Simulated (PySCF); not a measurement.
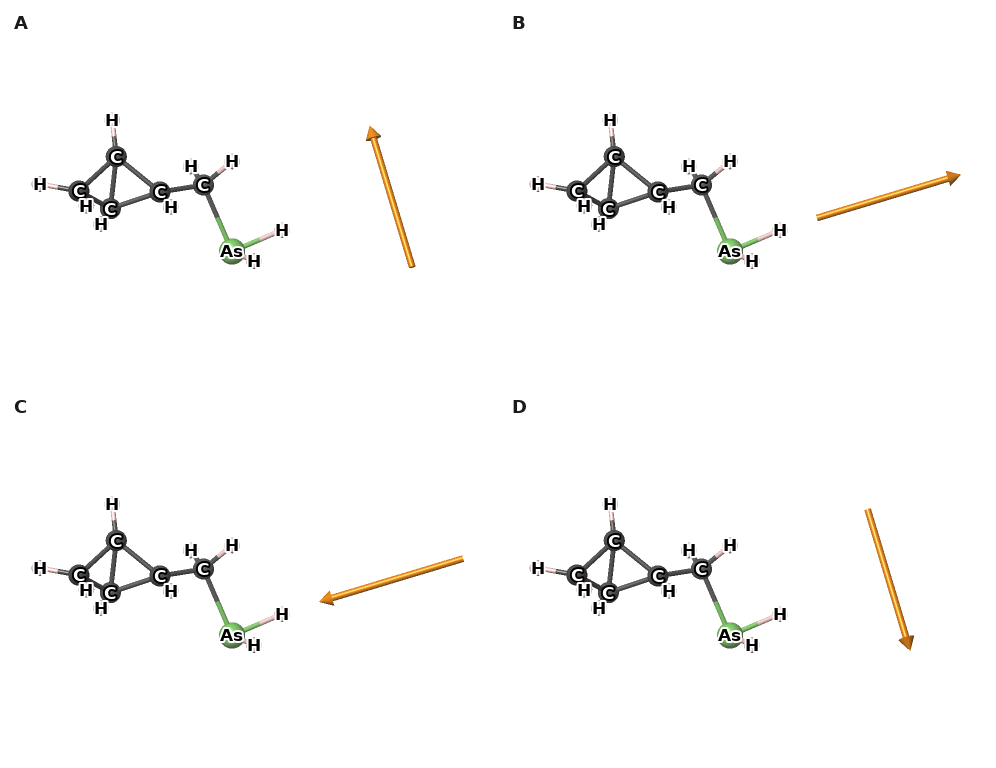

The same molecule four times, each with an arrow. The geometry was computed by an optimisation with GFN2-xTB. No frequency run is at hand to confirm it as a minimum. Method: B3LYP/pcJ-1 (pcSseg-1 on As), gas phase (PySCF 2.14.0).

Which arrow points along the dipole moment, from the negative to the positive end?

A. The dipole moment is 1.10 D.

The geometry is semi-empirical. Around As such bond lengths and angles can be off by a tenth of an ångström or more and by several degrees, and values that hang on the shape move with them.
